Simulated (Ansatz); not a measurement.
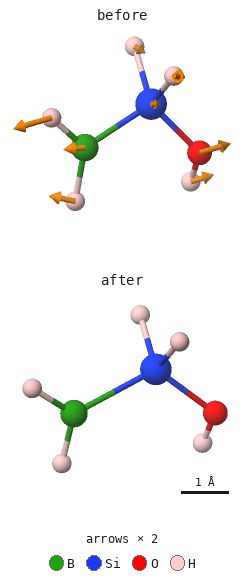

The structure of BSiH$_{5}$O before (top) and after (bottom) a relaxation, at one scale. The orange arrows give the displacements, magnified 2 times.

The picture is a ball-and-stick view, seen at a tilt.

It is one of the separated reactants of a reaction.

Method: RKS PBE-D4/def2-SVP in Ansatz. Settings: force threshold 0.03 eV/Å; at most 250 steps.

Q: Summarise the run.

A: An H atom moves most after the best rigid fit: 0.45 Å. By element the largest moves are H 0.45 Å, O 0.37 Å, B 0.24 Å, Si 0.11 Å. Some distances before and after: B–Si 1.703 → 2.007 Å, O–Si 1.565 → 1.691 Å, B–H 1.114 → 1.218 Å, H–Si 1.600 → 1.504 Å. Among the angles between lasting bonds that change: Si–B–H 104.8° → 119.4°, B–Si–O 102.1° → 115.9°, H–B–H 128.3° → 116.9°. The energy falls by 2.174 eV in 5 accepted moves (6 points after the start). The largest force component goes from 6.9 to 0.014 eV/Å. The line search rejected the trial step at point 3 of the run.
